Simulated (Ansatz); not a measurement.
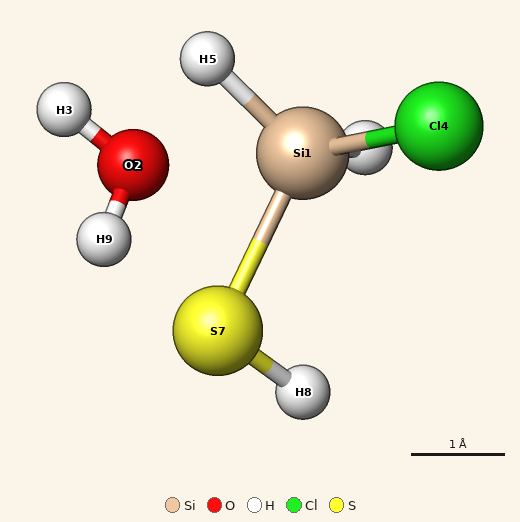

Fig. 1: The input geometry (ball-and-stick view, seen at a tilt; atoms are numbered from 1 in the order of the input). Bond lengths as drawn: Cl–Si 2.08 Å, H–O 0.96 to 0.98 Å, H–S 1.35 Å, H–Si 1.48 Å and S–Si 2.16 Å.

**SiH5SClO: geometry relaxation (part 1 of 2)**

SiH5SClO, computed with RKS PBE0/def2-SVP (Ansatz 0.2.0).

It belongs to a series of runs on one base structure; here: end point B relaxed. Figures and captions count atoms from 1; the log counts them from 0 in places.

Input file
```yaml
crystal:
  periodic: [false, false, false]
  atoms:
    - { symbol: Si, position_ang: [0.61938, 0.311826, -0.253656] }
    - { symbol: O, position_ang: [-0.588036, -0.047989, 2.337432] }
    - { symbol: H, position_ang: [-1.523242, 0.175644, 2.398355] }
    - { symbol: Cl, position_ang: [1.418013, 0.286494, -2.176349] }
    - { symbol: H, position_ang: [-0.807848, 0.677605, -0.410702] }
    - { symbol: H, position_ang: [0.908891, -1.013657, 0.33338] }
    - { symbol: S, position_ang: [1.555713, 1.885675, 0.890113] }
    - { symbol: H, position_ang: [2.60393, 1.121717, 1.269099] }
    - { symbol: H, position_ang: [-0.129699, 0.797487, 2.542528] }
basis:
  gaussian: { orbitals: def2-SVP }
hamiltonian:
  xc: pbe0
relax:
  f_tol: 0.03
  max_steps: 50
output:
  orbitals: {}
```

Run on 2 threads of Arm Neoverse V2, 24 GiB of memory available, shared host.

Launch command:
```bash
ansatz run input.yaml --threads 2 --pin off --max-ram 3072MiB --backend cpu --events-out ev --progress --plain --runs-dir out
```

Log
```
The last accepted step is kept in [file] (removed where the run ends without a failure and the disk answers)
Engine: ansatz 0.2.0, aarch64-unknown-linux-gnu
Functional definition: PBE0
  parameter a = 0.25
  parameter kappa = 0.804
  parameter beta = 0.06672455060314922
  exchange = (1 - a)*pbe_x(kappa = kappa, mu = beta*pi^2/3) + a*exact_x
  correlation = pbe_c(beta = beta)
940 factors; integrals over basis functions are off by at most 5.3e-4 eV
mean field evaluation 1: about -33337.8784 eV, gradient 4.4e1 eV
mean field evaluation 2: about -33334.3999 eV, gradient 6.2e1 eV
mean field evaluation 4: about -33341.2827 eV, gradient 1.1e0 eV
mean field evaluation 8: about -33341.2858 eV, gradient 1.5e-2 eV
mean field -33341.28575842 eV, -1225.2696520868 hartree, gradient 4.1e-5 eV, S^2 0.000000; 0 other end points of the search recorded, 0 dependent functions left out
the calculation of the forces begins
reference -33341.28578168 eV, -1225.2696529414 hartree; 30, 30 occupied and 63, 63 virtual orbitals, 940 factors
relax step   1: F+E_penalty+E_count = -33341.28575842 eV  Δ(F+E_penalty+E_count) = +0.000e0 eV  max|allowed force component| = 6.784e-1 eV/Å  Δτ_max = 0.0000 Å  (23 SCF iters, accepted)
these checks for a lower state are left out or cut short: starts, cluster_reference, orbital_swaps, neighbouring_geometries, increment
940 factors; integrals over basis functions are off by at most 3.9e-4 eV
mean field evaluation 16: about -33341.2456 eV, gradient 3.4e-1 eV
mean field -33341.24691908 eV, -1225.2682247674 hartree, gradient 7.7e-6 eV, S^2 0.000000; 0 other end points of the search recorded, 0 dependent functions left out
[... from here on the field's lines of each further geometry are left out, up to the last ...]
relax step   2: F+E_penalty+E_count = -33341.24691908 eV  Δ(F+E_penalty+E_count) = +3.884e-2 eV  max|allowed force component| = 1.718e0 eV/Å  Δτ_max = 0.1950 Å  (27 SCF iters, rejected (line search))
relax step   3: F+E_penalty+E_count = -33341.28855420 eV  Δ(F+E_penalty+E_count) = -2.796e-3 eV  max|allowed force component| = 8.527e-1 eV/Å  Δτ_max = 0.0966 Å  (26 SCF iters, accepted)
relax step   4: F+E_penalty+E_count = -33341.29587592 eV  Δ(F+E_penalty+E_count) = -7.322e-3 eV  max|allowed force component| = 2.687e-1 eV/Å  Δτ_max = 0.1000 Å  (23 SCF iters, accepted)
relax step   5: F+E_penalty+E_count = -33341.30307285 eV  Δ(F+E_penalty+E_count) = -7.197e-3 eV  max|allowed force component| = 1.393e-1 eV/Å  Δτ_max = 0.0795 Å  (23 SCF iters, accepted)
relax step   6: F+E_penalty+E_count = -33341.30049704 eV  Δ(F+E_penalty+E_count) = +2.576e-3 eV  max|allowed force component| = 5.646e-1 eV/Å  Δτ_max = 0.0819 Å  (26 SCF iters, rejected (line search))
relax step   7: F+E_penalty+E_count = -33341.30567737 eV  Δ(F+E_penalty+E_count) = -2.605e-3 eV  max|allowed force component| = 5.088e-2 eV/Å  Δτ_max = 0.0409 Å  (23 SCF iters, accepted)
relax step   8: F+E_penalty+E_count = -33341.30630803 eV  Δ(F+E_penalty+E_count) = -6.307e-4 eV  max|allowed force component| = 9.187e-2 eV/Å  Δτ_max = 0.0764 Å  (23 SCF iters, accepted)
relax step   9: F+E_penalty+E_count = -33341.30674077 eV  Δ(F+E_penalty+E_count) = -4.327e-4 eV  max|allowed force component| = 7.079e-2 eV/Å  Δτ_max = 0.0244 Å  (24 SCF iters, accepted)
relax step  10: F+E_penalty+E_count = -33341.30684034 eV  Δ(F+E_penalty+E_count) = -9.957e-5 eV  max|allowed force component| = 7.809e-2 eV/Å  Δτ_max = 0.0252 Å  (23 SCF iters, accepted)
relax step  11: F+E_penalty+E_count = -33341.30703010 eV  Δ(F+E_penalty+E_count) = -1.898e-4 eV  max|allowed force component| = 5.955e-2 eV/Å  Δτ_max = 0.0153 Å  (23 SCF iters, accepted)
relax step  12: F+E_penalty+E_count = -33341.30707483 eV  Δ(F+E_penalty+E_count) = -4.472e-5 eV  max|allowed force component| = 5.113e-2 eV/Å  Δτ_max = 0.0049 Å  (22 SCF iters, accepted)
relax step  13: F+E_penalty+E_count = -33341.30713717 eV  Δ(F+E_penalty+E_count) = -6.235e-5 eV  max|allowed force component| = 3.263e-2 eV/Å  Δτ_max = 0.0123 Å  (23 SCF iters, accepted)
the calculation of the forces begins
reference -33341.30719232 eV, -1225.2704397679 hartree; 30, 30 occupied and 63, 63 virtual orbitals, 940 factors
relax step  14: F+E_penalty+E_count = -33341.30716902 eV  Δ(F+E_penalty+E_count) = -3.185e-5 eV  max|allowed force component| = 1.656e-2 eV/Å  Δτ_max = 0.0128 Å  (23 SCF iters, accepted)
940 factors; integrals over basis functions are off by at most 3.3e-4 eV
mean field evaluation 96: about -33341.3072 eV, gradient 1.5e-2 eV
```

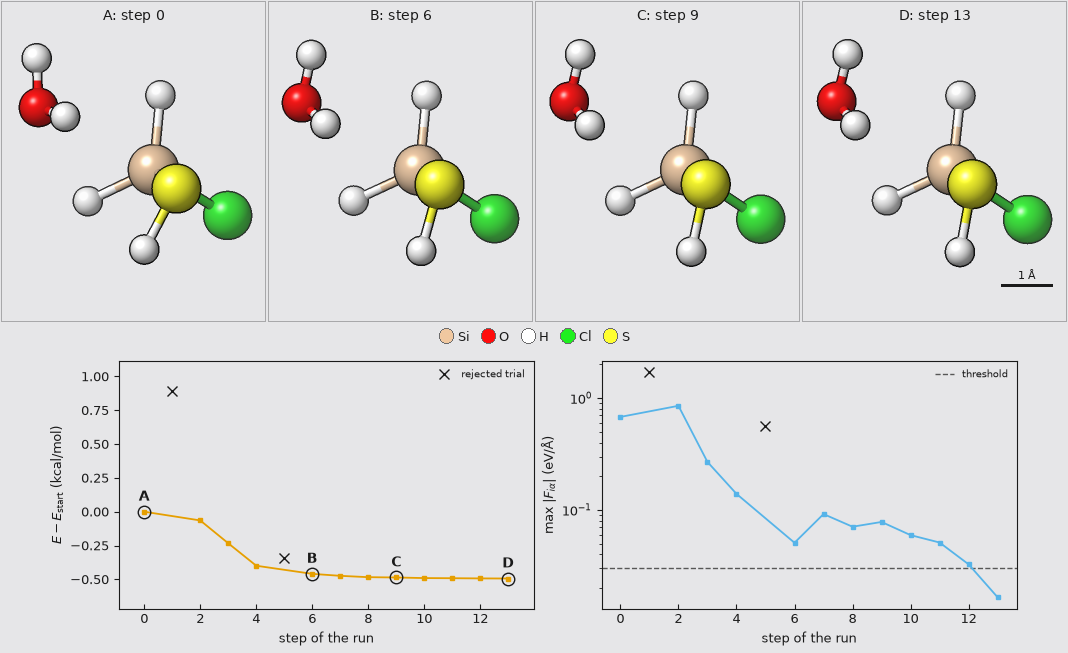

Fig. 2: Frames of the relaxation (ball-and-stick view, seen at a tilt) above the curves, on which the letters mark them (the first geometry is step 0 here and step 1 in the log).

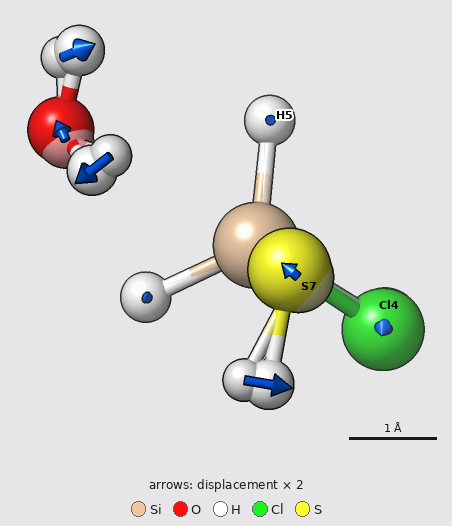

Fig. 3: Start (faint) and end (solid) with the displacements as blue arrows, magnified 2 times (ball-and-stick view, seen at a tilt). The two geometries are laid on each other by the best rigid fit. The energy falls by 0.49 kcal/mol in 13 geometry steps. The largest force component goes from 0.68 to 0.017 eV/Å. The line search rejected the trial steps at points 1, 5 (counted from 0) and went back. The largest moves after the best rigid fit, 0.29 Å, are those of H8 and H9. By element the largest moves are H 0.29 Å, O 0.15 Å, S 0.14 Å, Cl 0.12 Å, Si 0.04 Å. Among the contacts that change: O2–H9 0.983 → 0.968 Å. (Atoms are counted from 1 in the order of the input.)

```
mean field -33341.30716902 eV, -1225.2704389118 hartree, gradient 3.7e-5 eV, S^2 0.000000; 1 other end points of the search recorded, 0 dependent functions left out
the calculation of the forces begins
reference -33341.30719232 eV, -1225.2704397679 hartree; 30, 30 occupied and 63, 63 virtual orbitals, 940 factors
Total energy: -33341.30719232 eV, -1225.2704397679 hartree
Atom 0 at     0.611865     0.283864    -0.228520 Å, force     0.001699     0.002460     0.002339 eV/Å
Atom 1 at    -0.725019    -0.093204     2.342167 Å, force     0.010195     0.016560     0.007434 eV/Å
Atom 2 at    -1.528839     0.437355     2.380955 Å, force    -0.002534    -0.003022    -0.001468 eV/Å
Atom 3 at     1.512341     0.311402    -2.101991 Å, force     0.000255    -0.000802    -0.000371 eV/Å
Atom 4 at    -0.813143     0.637224    -0.422652 Å, force     0.001604    -0.000261    -0.000184 eV/Å
Atom 5 at     0.879417    -1.059461     0.331670 Å, force    -0.000911    -0.001542    -0.001790 eV/Å
Atom 6 at     1.462137     1.854278     0.982174 Å, force    -0.007318     0.002823     0.000162 eV/Å
Atom 7 at     2.689615     1.292983     1.045841 Å, force     0.004023    -0.002938    -0.000737 eV/Å
Atom 8 at    -0.031271     0.530362     2.600557 Å, force    -0.007014    -0.013276    -0.005385 eV/Å
Dipole moment:    -0.111919     0.132212     0.368612 e Å
```

Trajectory as extended XYZ (Å, eV, eV/Å), 14 frames, from step=1 to step=14
```
9
Properties=species:S:1:pos:R:3:forces:R:3 step=1 energy=-33341.28576
Si    0.6194    0.3118   -0.2537    0.0520  -0.0025  -0.0355
O    -0.5880   -0.0480    2.3374    0.3381   0.6645   0.2019
H    -1.5232    0.1756    2.3984   -0.0244   0.0172  -0.0080
Cl    1.4180    0.2865   -2.1763   -0.0076  -0.0048   0.0241
H    -0.8078    0.6776   -0.4107    0.0017   0.0048   0.0204
H     0.9089   -1.0137    0.3334   -0.0025  -0.0122  -0.0173
S     1.5557    1.8857    0.8901   -0.0353   0.0016   0.0258
H     2.6039    1.1217    1.2691    0.0051   0.0098  -0.0232
H    -0.1297    0.7975    2.5425   -0.3270  -0.6784  -0.1880
9
Properties=species:S:1:pos:R:3:forces:R:3 step=2 energy=-33341.24692 accepted=F
Si    0.6223    0.3117   -0.2290    0.0455  -0.0410  -0.2388
O    -0.6598   -0.1171    2.3993   -0.0520   1.7180  -0.0582
H    -1.5537    0.3015    2.3822    1.0100  -0.4653   0.0177
Cl    1.4202    0.2881   -2.1508   -0.0110   0.0154   0.0481
H    -0.8075    0.6711   -0.3767    0.0040   0.0044   0.0288
H     0.9195   -1.0170    0.3473   -0.0049   0.0171   0.0459
S     1.5314    1.9008    0.9160   -0.0300  -0.1246   0.0728
H     2.6327    1.1780    1.2297   -0.0454   0.0510  -0.0220
H    -0.0480    0.6778    2.4121   -0.9163  -1.1751   0.1056
9
Properties=species:S:1:pos:R:3:forces:R:3 step=3 energy=-33341.28855
Si    0.6210    0.3085   -0.2457    0.0501  -0.0141  -0.0954
O    -0.6239   -0.0852    2.3863   -0.1595   0.8527   0.0551
H    -1.5361    0.2605    2.3613    0.5561  -0.2052   0.0209
Cl    1.4203    0.2871   -2.1671   -0.0094   0.0131   0.0438
H    -0.8080    0.6706   -0.3947   -0.0041  -0.0033   0.0191
H     0.9156   -1.0186    0.3353   -0.0078  -0.0008   0.0116
S     1.5302    1.8894    0.9102   -0.0119  -0.0587   0.0296
H     2.6175    1.1565    1.2432   -0.0216   0.0344  -0.0231
H    -0.0794    0.7260    2.5015   -0.3920  -0.6181  -0.0616
9
Properties=species:S:1:pos:R:3:forces:R:3 step=4 energy=-33341.29588
Si    0.6322    0.2952   -0.2650   -0.2687  -0.0343   0.2634
O    -0.6571   -0.0712    2.3867    0.0135  -0.0782   0.0175
H    -1.5186    0.3579    2.3470    0.0204   0.0495   0.0162
Cl    1.4421    0.3237   -2.1633    0.0789  -0.0012  -0.1523
H    -0.8149    0.6082   -0.3799    0.0760   0.0608  -0.0802
H     0.9031   -1.0313    0.3255    0.1013  -0.0566  -0.0369
S     1.4865    1.8645    0.9432   -0.0736   0.1089  -0.0395
H     2.6177    1.1889    1.2209    0.1164  -0.0613   0.0046
H    -0.0339    0.6588    2.5151   -0.0642   0.0125   0.0070
```
